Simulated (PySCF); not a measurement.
## A study: CH₂O₂, SMILES `OC=O`

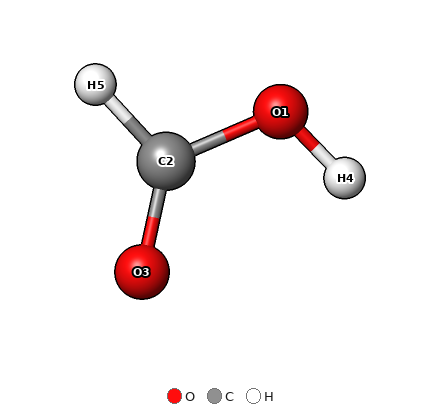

The molecule, with its atoms numbered as below. No frequency check shows the geometry to be a minimum.

Geometry (Å), atoms numbered from 1:

```
O1      -1.1020    0.0853    0.0000
C2       0.1311   -0.3917    0.0000
O3       1.1283    0.2627    0.0000
H4      -1.0974    1.0580    0.0000
H5       0.1002   -1.4918    0.0000
```

Part 1: In an electric field

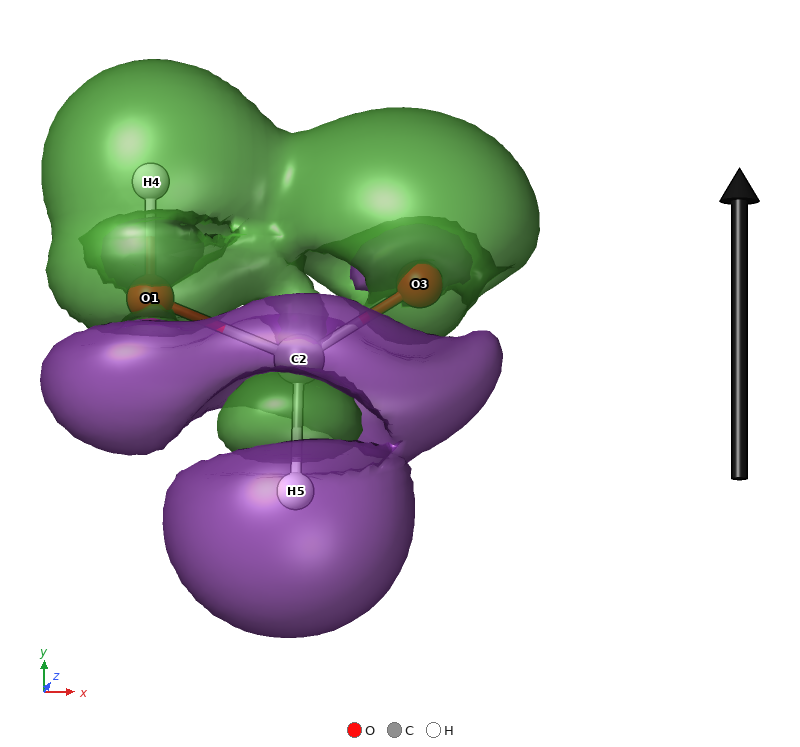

Change of the electron density in a uniform field of 0.21 V/Å along +y (arrow), surfaces at ±0.0008 e/Å³ (purple: gain, green: loss).

PySCF calculation, BLYP/def2-TZVP, gas phase; geometry: GFN2-xTB. A basis without diffuse functions makes polarisabilities too small.

Question: What dipole is induced, and what polarisability does it imply?

Answer: The induced dipole is 0.24 D (along the field); α along this axis, from the fields in both directions, is 23 bohr³ (3.4 Å³).

Question: Which atoms gain and lose the most charge?

Answer: Electrons gather most on H5 (Hirshfeld charge changes by −0.009 e) and leave H4 most (+0.007 e); 0.025 electrons are displaced in all.

Part 2: Removing or adding an electron

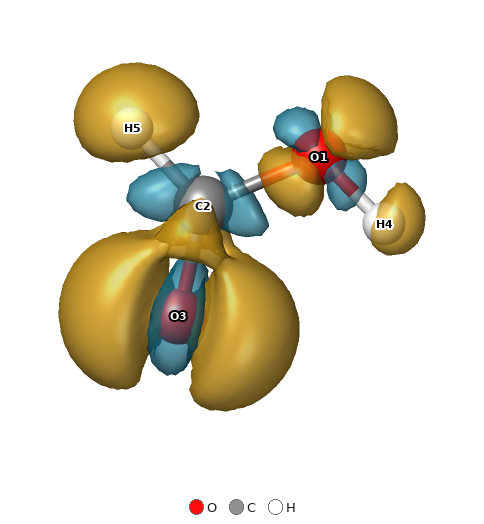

Fukui function f⁻ = ρ(N) − ρ(N−1) at fixed geometry, surfaces at ±0.04 e/Å³ (yellow positive, teal negative).

Method: B3LYP/6-311+G**; geometry: GFN2-xTB; program: PySCF.

Question: On which atoms does the density change most on removal of an electron?

Answer: f⁻ (Hirshfeld-condensed) is largest on O3 (0.45); the vertical ionisation energy is 11.47 eV. Condensed values hint at sites of electrophilic attack but needn't mark the atom that reacts. Orbital relaxation makes it negative in places (0.20 e in all).

| atom | f⁻ | charge |
| --- | --- | --- |
| O1 | +0.17 | −0.17 |
| C2 | +0.18 | +0.19 |
| O3 | +0.45 | −0.27 |
| H4 | +0.07 | +0.19 |
| H5 | +0.13 | +0.07 |

Part 3: Localised orbitals

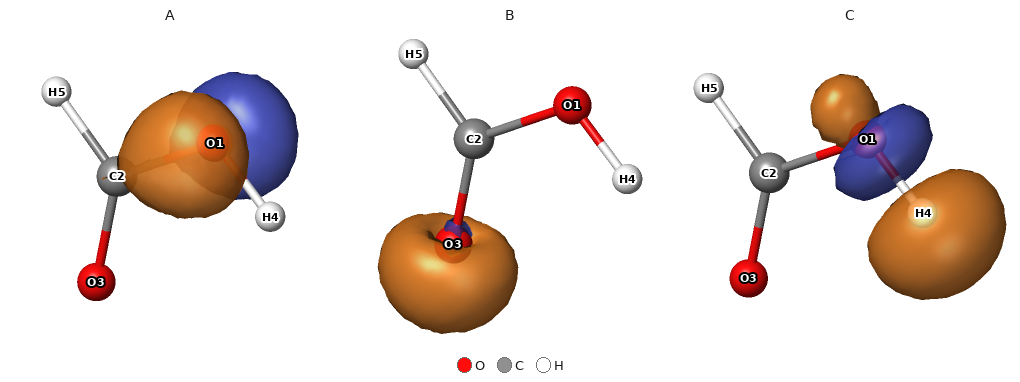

Intrinsic bond orbitals (IBO), occupied and valence-virtual; each surface holds about 70 % of the orbital's density. Energies are diagonal elements of the Fock matrix.

Level of theory: LDA (SVWN)/cc-pVDZ (PySCF), at a geometry from GFN2-xTB.

Question: What does each orbital represent in a Lewis picture?

Answer: By panel:
- A: lone pair on O1, partly donated to C2 (O1 88 %, C2 10 %; −9.4 eV)
- B: lone pair on O3 (sp0.8-type) (O3 100 %; −13.2 eV)
- C: σ* orbital H4–O1, mostly on H4 (H4 68 %, O1 30 %; 4.1 eV)

Question: Which has the smallest and which the largest spatial spread?

Answer: Smallest: B (0.67 Å); largest: C (1.04 Å).

Part 4: The π system

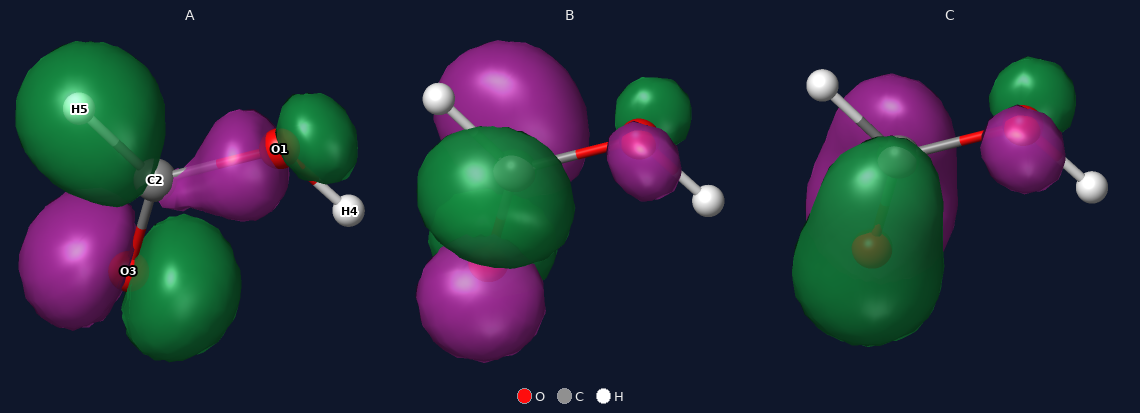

Natural orbitals of the π active space, CASSCF(4,3), triplet state at the geometry of the singlet, in order of falling occupation.

Method: aug-cc-pVDZ basis; geometry: GFN2-xTB; program: PySCF.

Question: What are the natural occupation numbers?

Answer: A 2.00, B 1.00, C 1.00.

Question: Where does the lowest triplet lie relative to the singlet, at this geometry and within this active space?

Answer: 7.04 eV above it by strongly contracted NEVPT2 (+6.40 eV by CASSCF); a small basis tends to put such gaps a few tenths of an eV too high. This is a vertical energy for π states alone; a state that uses lone pairs or σ orbitals may lie lower.

The PySCF runs shown took 41 s, 110 s, 4.5 s and 15 s on 1 thread of Arm Neoverse V1, on a shared host.
